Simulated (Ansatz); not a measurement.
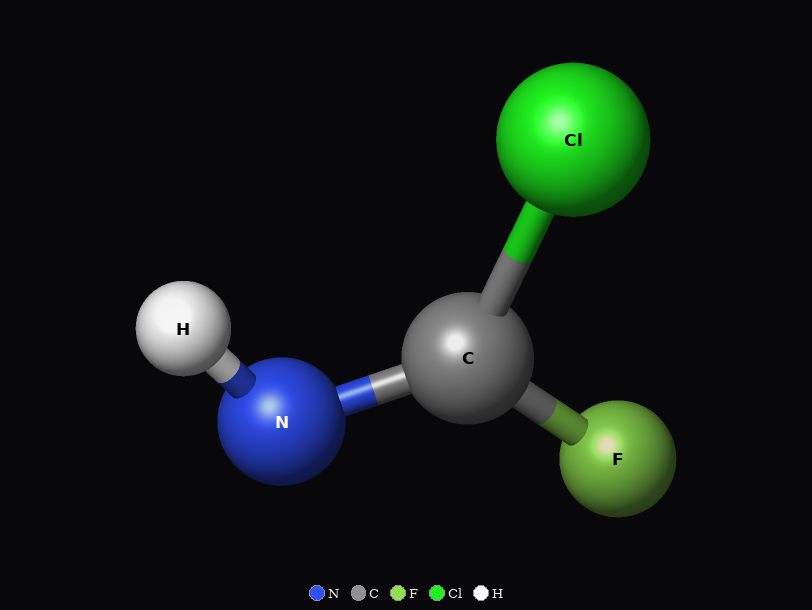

A ball-and-stick model of a molecule. Every bond is drawn as one stick, whatever its order.

**Which formula does it have?**

CHClFN, 5 atoms: 1 carbon, 1 hydrogen, 1 chlorine, 1 fluorine and 1 nitrogen.

**How many bonds of each kind are drawn?**

1 C–N, 1 C–F, 1 C–Cl, 1 N–H.

The parts below concern this one geometry. Atoms keep their numbers from picture to picture. The geometry was computed by an optimisation with PBE0-D4/def2-TZVP.

**Shape**

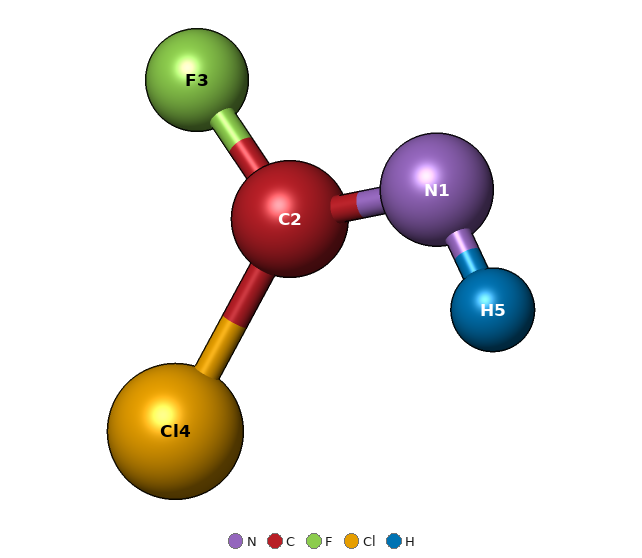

Atoms carry their numbers in the input.

Give these bond angles: C2–N1–H5, N1–C2–F3, N1–C2–Cl4, F3–C2–Cl4.

| angle | degrees |
| --- | --- |
| C2–N1–H5 | 112.7 |
| N1–C2–F3 | 121.4 |
| N1–C2–Cl4 | 128.7 |
| F3–C2–Cl4 | 110.0 |

**Dipole moment**

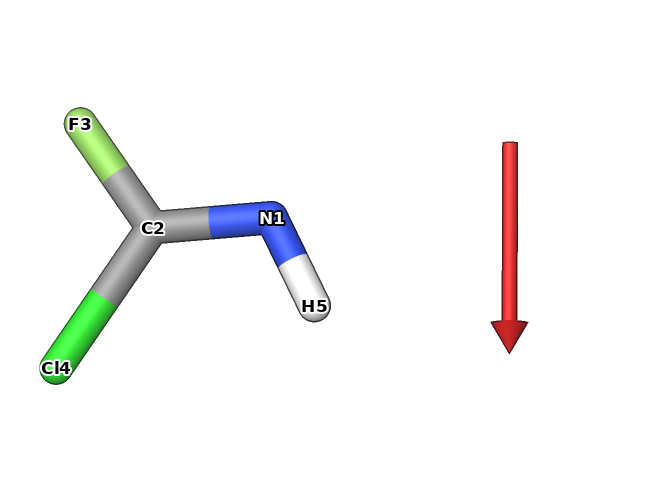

The arrow beside the molecule shows the direction of the dipole moment, from the negative to the positive end (its length means nothing). Method: RKS B3LYP-D4/def2-TZVPP (Ansatz 0.2.0).

**Estimate the dipole moment.**

1.75 D; it points from the side of F3 to the side of Cl4 (the outermost atoms at the two ends).

**Thermal motion**

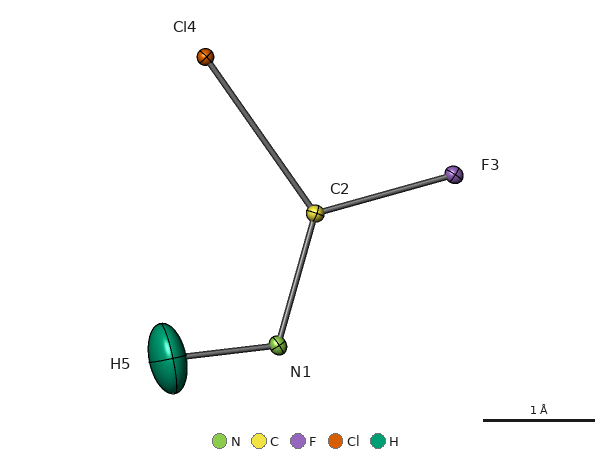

Displacement ellipsoids at the 50 % level, enlarged 1.5 times, from the internal vibrations of the free molecule (harmonic, no overall translation or rotation; no half-axis is drawn under 0.075 Å). Vibrations computed with RKS PBE0-D4/def2-TZVP (Ansatz 0.2.0). Temperature: 200 K.

**Which atom has the largest mean-square displacement?**

H5, with U_eq = 0.0139 Å².

**Does H5 move more along its bond or across it?**

Across it: the root-mean-square amplitude is 0.073 Å along the bond and up to 0.138 Å across, since bending and torsion are softer than stretching.

List U_eq and the three principal root-mean-square amplitudes for each kind of atom.

```csv
atom,U_eq (Å²),rms amplitudes (Å)
N1,0.00088,"0.019, 0.029, 0.038"
C2,0.0014,"0.033, 0.035, 0.043"
F3,0.00070,"0.010, 0.025, 0.037"
Cl4,0.00027,"0.004, 0.016, 0.023"
H5,0.0139,"0.072, 0.133, 0.138"
```

**Vibrations**

Harmonic vibrations computed with RKS PBE0-D4/def2-TZVP (Ansatz 0.2.0) at a stationary point of the same level.

**How many vibrational modes are there, and where do they lie?**

9 modes: 401, 486, 632, 751, 854, 1023, 1246, 1807, 3592 cm⁻¹.
